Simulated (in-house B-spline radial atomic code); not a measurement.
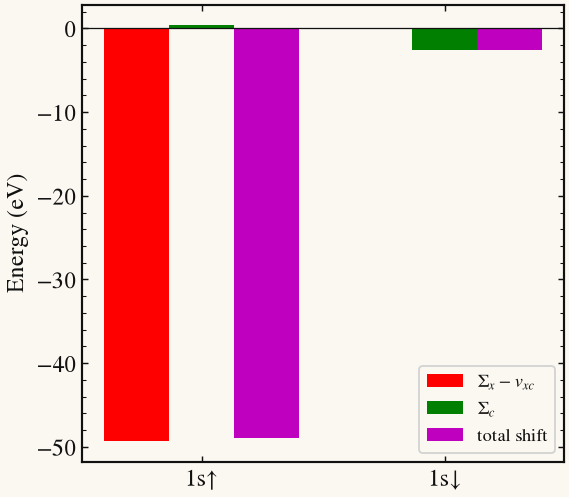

Parts of the G₀W₀ correction to each level for N⁶⁺ (1s). All-electron spherical atom, scalar X2C, LDA VWN5 start, no spin-orbit coupling, Breit or QED terms; computed with a B-spline radial code. The quasi-particle equation is solved at full frequency; levels of low quasi-particle weight Z are left out.

Give the quasi-particle levels and their parts.

Answer. G₀W₀ moves the highest occupied level, 1s↑, from −617.8 to −666.7 eV (renormalisation factor Z = 1.00); the tabulated theoretical removal energy is 667.0 eV, so the error is −0.3 eV. The empty level 1s↓ goes from −549.9 to −552.5 eV.

```csv
Level,Mean field (eV),Σx − vxc (eV),Σc (eV),Z,G₀W₀ (eV)
1s↑,−617.8,−49.3,0.3,1.00,−666.7
1s↓,−549.9,0.0,−2.6,1.00,−552.5
```

Caveat: one electron: RPA and GW hold self-correlation, the exact correlation energy is zero.
